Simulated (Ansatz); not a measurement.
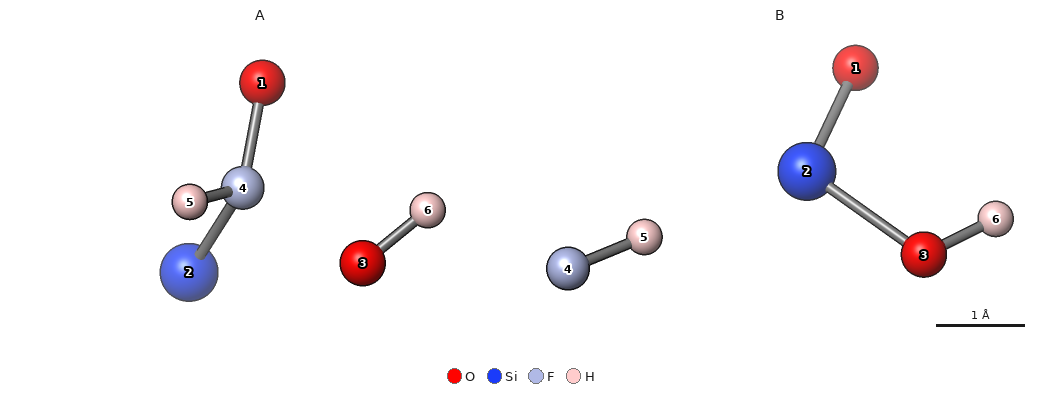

Two geometries of SiH2O2F (charge −1), drawn at one scale. One is the start of a relaxation, the other its converged end. The picture is a ball-and-stick view, seen at a tilt.

Method: Ansatz 0.2.0, RKS PBE-D4/def2-SVPD. Settings: force threshold 0.03 eV/Å; at most 250 steps.

> Which geometry has the lower energy?

Structure B is the relaxed one. It is one of the separated reactants of a reaction. After 24 accepted moves (25 points after the start) the energy has fallen by 449.5 kcal/mol. Largest force component: 12 eV/Å at the start, 0.012 eV/Å at the end. The line search rejected the trial step at point 22 of the run. The atom that moves furthest after the best rigid fit is F4 (2.52 Å). Largest moves by element: F 2.52 Å, Si 1.84 Å, O 1.23 Å, H 0.88 Å. Among the contacts that change: O1–F4 1.260 → 4.458 Å, O3–F4 1.687 → 4.085 Å, Si2–F4 1.638 → 3.123 Å, O1–Si2 2.472 → 1.596 Å. New bonds form: O1–Si2 (2.47 → 1.60 Å), Si2–O3 (2.58 → 1.76 Å). Bonds break: O1–F4 (1.26 → 4.46 Å), Si2–F4 (1.64 → 3.12 Å).
